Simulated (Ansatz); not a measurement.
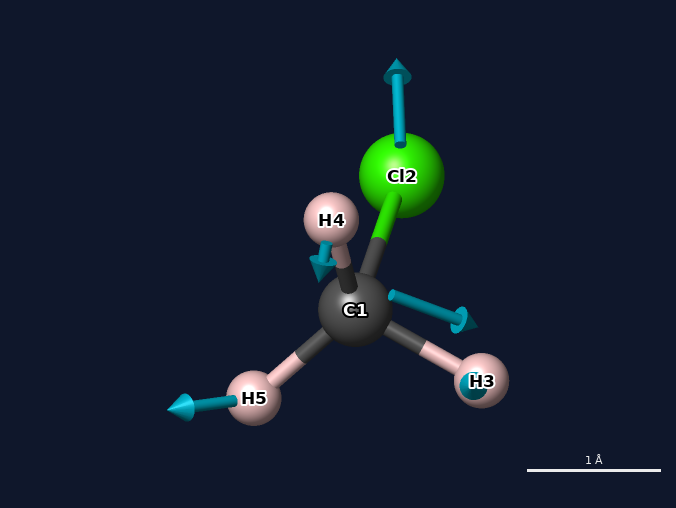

Arrows show the forces on the atoms, 1 Å of arrow for 1 eV/Å; forces under a tenth of the largest aren't drawn. State: charge +1, doublet. Level of theory: UHF/def2-SVP (Ansatz).

Which bond do the forces act along most?

C1–H3, now 1.094 Å: the forces pull its atoms together, so a first step downhill shortens it.

List the force components in the frame of the picture (x right, y up, z towards the viewer), in eV/Å.

| atom | Fx | Fy | Fz |
| --- | --- | --- | --- |
| C1 | 0.66 | −0.24 | −0.43 |
| Cl2 | −0.03 | 0.66 | −0.50 |
| H3 | −0.06 | −0.04 | 0.65 |
| H4 | −0.06 | −0.30 | −0.11 |
| H5 | −0.51 | −0.07 | 0.39 |
